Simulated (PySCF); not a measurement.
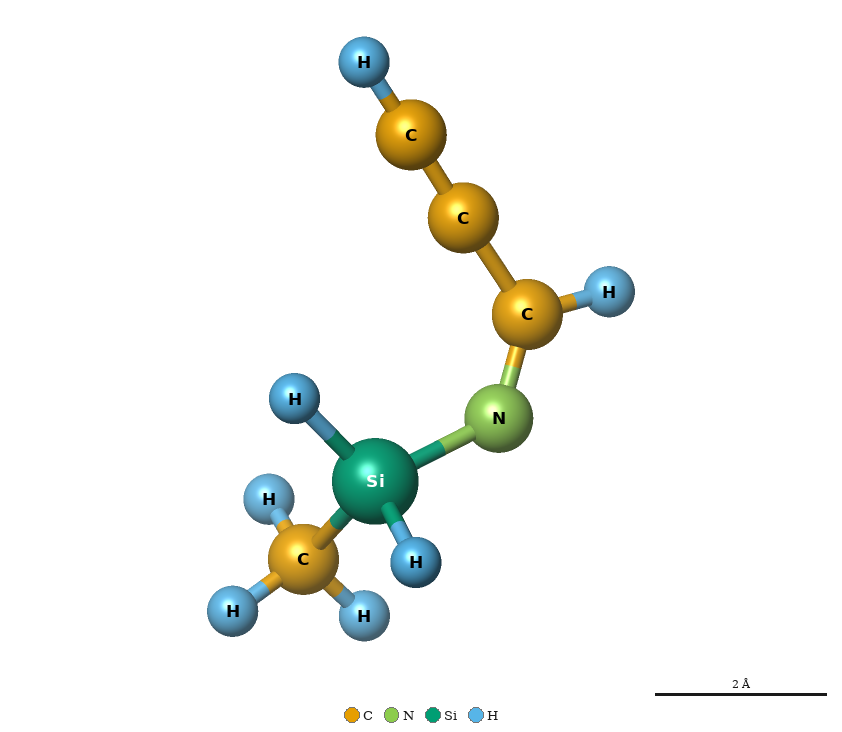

Ball-and-stick drawing of a structure.

Question: What is the molecular formula?

Answer: C₄H₇NSi, 13 atoms: 4 carbon, 7 hydrogen, 1 nitrogen and 1 silicon.

Question: Describe its rings.

Answer: It has no ring.

Question: Name functional groups in it.

Answer: Among them: alkyne, imine, Si–H bond, Si–N bond.

Question: Which point group does it belong to?

Answer: C1.

The parts below concern this one geometry. Atoms keep their numbers from picture to picture. Computed geometry: PBE0-D3(BJ)/def2-SVP optimisation. No frequency run is at hand to confirm it as a minimum.

### Charges

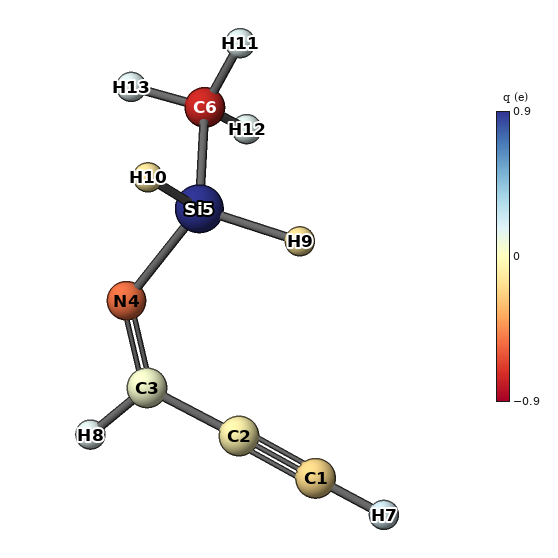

Atoms are coloured by their IAO charges. No frequency run is at hand to confirm it as a minimum. Properties computed with PBE0/cc-pVTZ, gas phase (PySCF 2.14.0).

List the IAO charges.

```tsv
atom	value (e)
C1	−0.20
C2	−0.06
C3	0.05
N4	−0.52
Si5	0.90
C6	−0.74
H7	0.21
H8	0.16
H9	−0.15
H10	−0.13
H11	0.16
H12	0.16
H13	0.17
```

### Quadrupole coupling

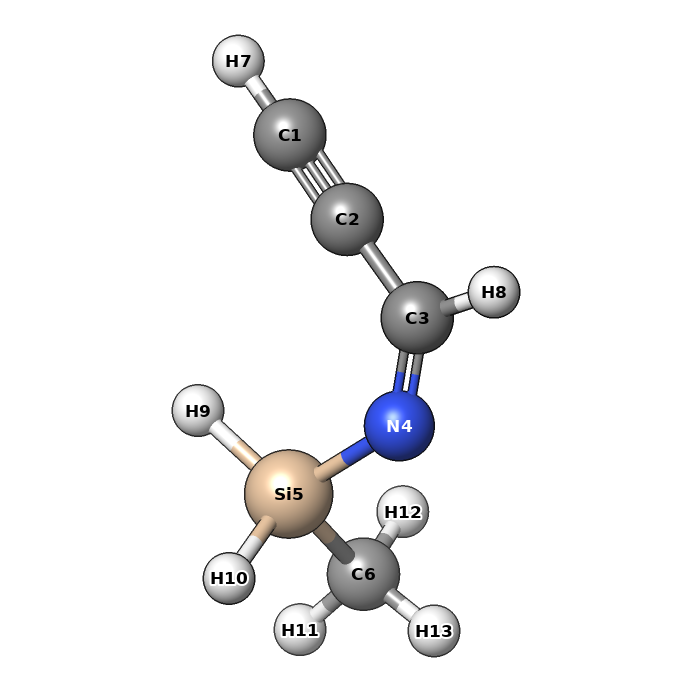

No frequency run is at hand to confirm it as a minimum. Electric field gradients from the ground-state density, PBE0/def2-TZVP (PySCF 2.14.0), non-relativistic apart from any core potentials.

Give the largest field-gradient component, the quadrupole coupling constant and the asymmetry for 14N at N4 (Q = 20.44 mb), 2H at H7 (Q = 2.86 mb), 2H at H8 (Q = 2.86 mb).

```csv
atom,V_zz (a.u.),e²qQ/h (MHz),η
N4,−0.987,−4.74,0.77
H7,0.324,0.217,0.01
H8,0.266,0.178,0.04
```

### Levels of theory compared

No frequency run is at hand to confirm it as a minimum. Program: PySCF 2.14.0.

Compare HOMO–LUMO gap (eV), dipole (D) at these levels: PBE0/6-311+G(2d,p); PBE0/6-31G*; PBE0/IGLO-III; PBE0/aug-cc-pVDZ; PBE0/cc-pVDZ; PBE0/cc-pVTZ; PBE0/def2-SVP; PBE0/def2-TZVP; PBE0/pcSseg-0; PBE0/pcSseg-2.

```json
{"level": "PBE0/6-311+G(2d,p)", "HOMO–LUMO gap (eV)": "5.51", "dipole (D)": "1.58"}
{"level": "PBE0/6-31G*", "HOMO–LUMO gap (eV)": "5.62", "dipole (D)": "1.68"}
{"level": "PBE0/IGLO-III", "HOMO–LUMO gap (eV)": "5.52", "dipole (D)": "1.54"}
{"level": "PBE0/aug-cc-pVDZ", "HOMO–LUMO gap (eV)": "5.49", "dipole (D)": "1.53"}
{"level": "PBE0/cc-pVDZ", "HOMO–LUMO gap (eV)": "5.56", "dipole (D)": "1.47"}
{"level": "PBE0/cc-pVTZ", "HOMO–LUMO gap (eV)": "5.53", "dipole (D)": "1.52"}
{"level": "PBE0/def2-SVP", "HOMO–LUMO gap (eV)": "5.51", "dipole (D)": "1.59"}
{"level": "PBE0/def2-TZVP", "HOMO–LUMO gap (eV)": "5.52", "dipole (D)": "1.54"}
{"level": "PBE0/pcSseg-0", "HOMO–LUMO gap (eV)": "5.38", "dipole (D)": "1.93"}
{"level": "PBE0/pcSseg-2", "HOMO–LUMO gap (eV)": "5.50", "dipole (D)": "1.60"}
```
